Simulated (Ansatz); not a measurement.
AsH3OZn···HF

```yaml
atoms:
  - { symbol: Zn, position_ang: [0.2946, -0.6761, 0.9354] }
  - { symbol: F, position_ang: [-0.3119, 0.0056, -2.0102] }
  - { symbol: O, position_ang: [0.5907, -2.4267, 1.0686] }
  - { symbol: H, position_ang: [-0.3831, 0.7661, -1.5120] }
  - { symbol: As, position_ang: [-0.0129, 1.7004, 1.1000] }
  - { symbol: H, position_ang: [0.4671, -2.9245, 0.2567] }
  - { symbol: H, position_ang: [0.7219, 1.9318, -0.2265] }
  - { symbol: H, position_ang: [-1.3662, 1.6234, 0.3883] }
```

Not at a stationary point (largest force 0.9 eV/Å).

Computed with RKS PBE0/def2-SVP (Ansatz).

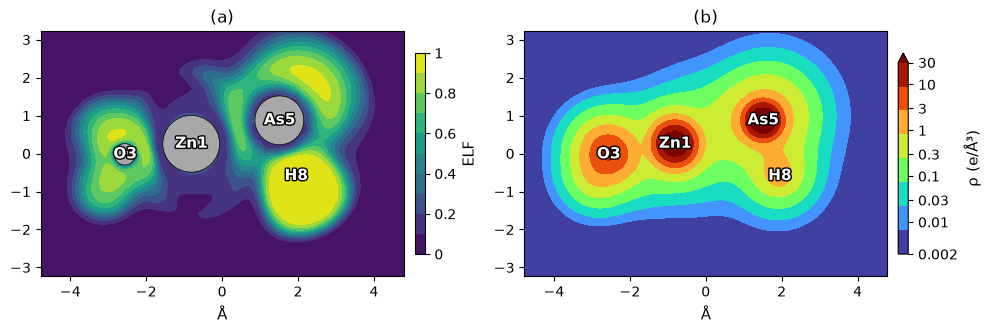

Figure 1. (a) ELF; (b) total electron density on the plane of atoms Zn1, As5 and H8. Grey discs cover the atomic cores in the ELF map.

> What do the fields say about this system?

- Atoms in the plane: Zn, O, As and H.
- Zn–O (1.78 Å): the density is about 0.85 e/Å³ at the midpoint; the ELF peaks at about 0.85 in the valence shell of O, 0.6 Å from its nucleus, and is about 0.15 at the midpoint.
- Zn–As (2.40 Å): the density is about 0.52 e/Å³ at the midpoint; the ELF peaks at about 0.75 in the valence shell of As, 1.2 Å from its nucleus, and is about 0.70 at the midpoint.
- As–H (1.53 Å): ρ is about 1.1 e/Å³ halfway; the ELF climbs to about 1 towards the hydrogen, as it does in any bond to H.
- The ELF also peaks beside O3 and As5, away from the bonds: lone-pair regions.

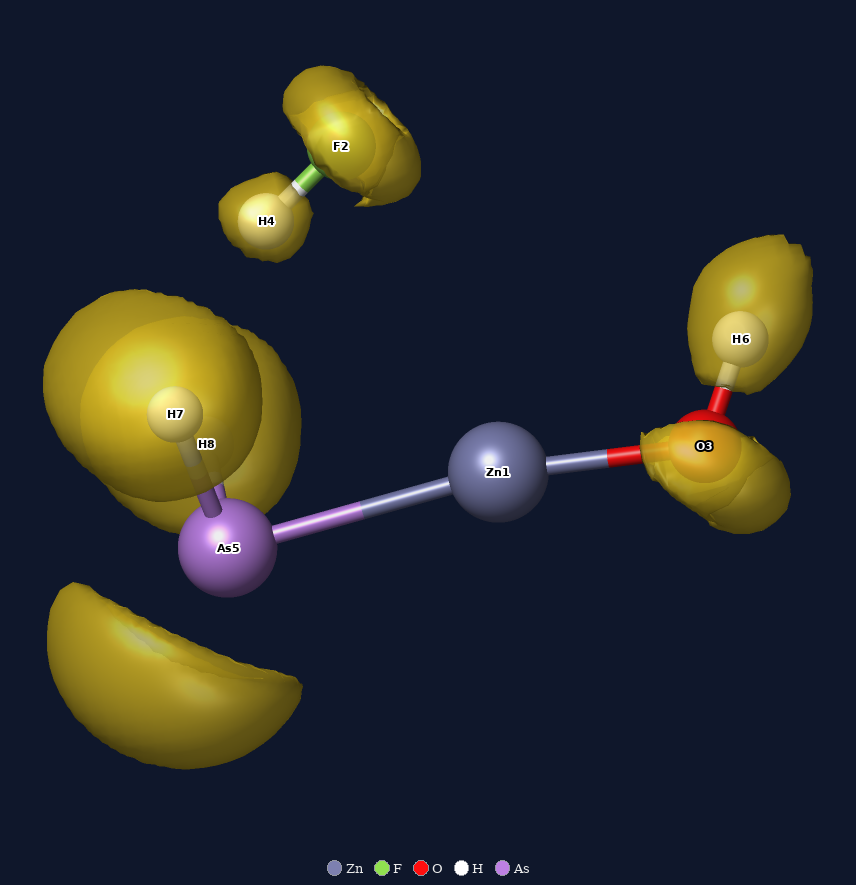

Figure 2. Isosurface of the ELF at 0.85 (yellow), seen across its widest extent. Only the valence region is drawn (cores and ρ < 0.01 e/Å³ removed).

> Identify the bonds, lone pairs and shells in this picture.

The surface consists of four regions around hydrogen nuclei, one lobe on As, pointing away from the bonds (lone pairs), one lobe on O, pointing away from the bonds (lone pairs, which may merge into one lobe) and one region wrapped around F (its valence shell). Along the contacts the grid gives the following. Zn1···F2 (3.08 Å): the ELF dips to about 0 between them.

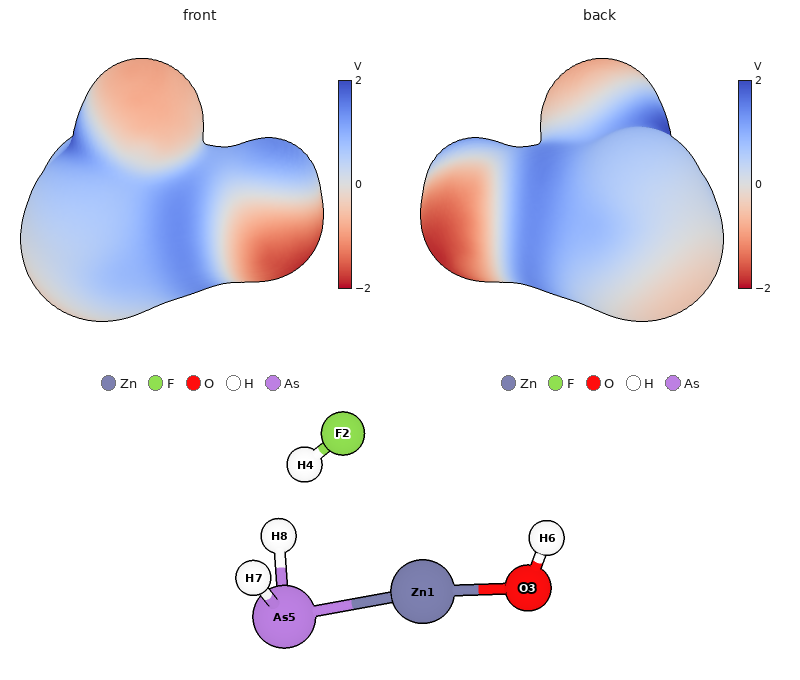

Figure 3. The electrostatic potential painted on the density surface at 0.001 e/bohr³, seen from the front and from behind; red is negative and blue positive. The bare structure is drawn below in the same view.

> Describe the electrostatic potential map.

The most negative region (about −1.8 V) lies over O3, the most positive (about +1.8 V) over H4. O3 is the likeliest acceptor of a hydrogen bond.

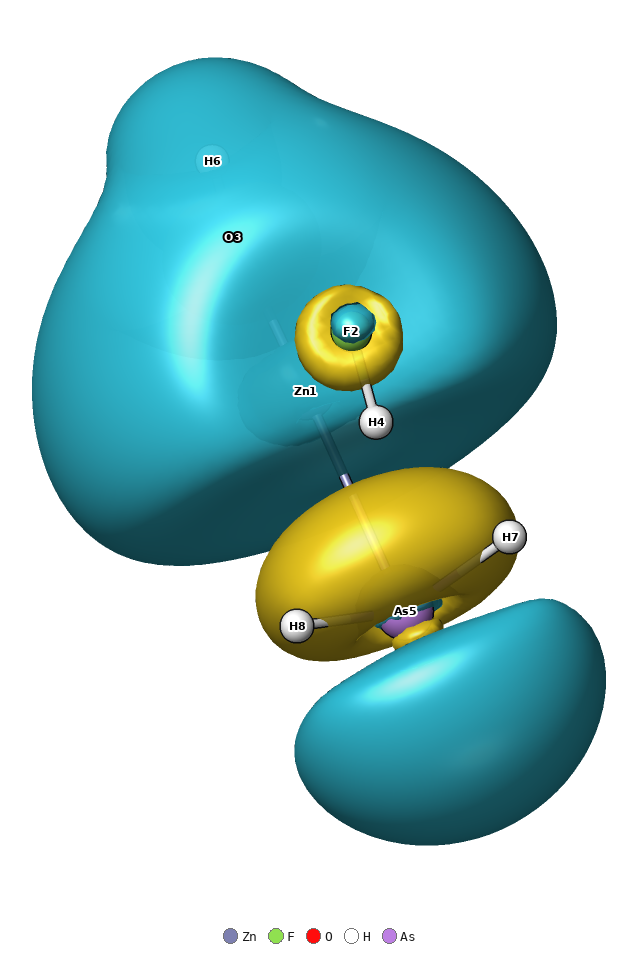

Figure 4. The LUMO at ±0.06 Å⁻³ᐟ² (yellow and cyan are the two phases), seen at an oblique angle.

> What is the character of this orbital?

It lies mainly on Zn1 (about 50 %), As5 (about 25 %) and O3 (about 10 %). Its energy is −0.65 eV.
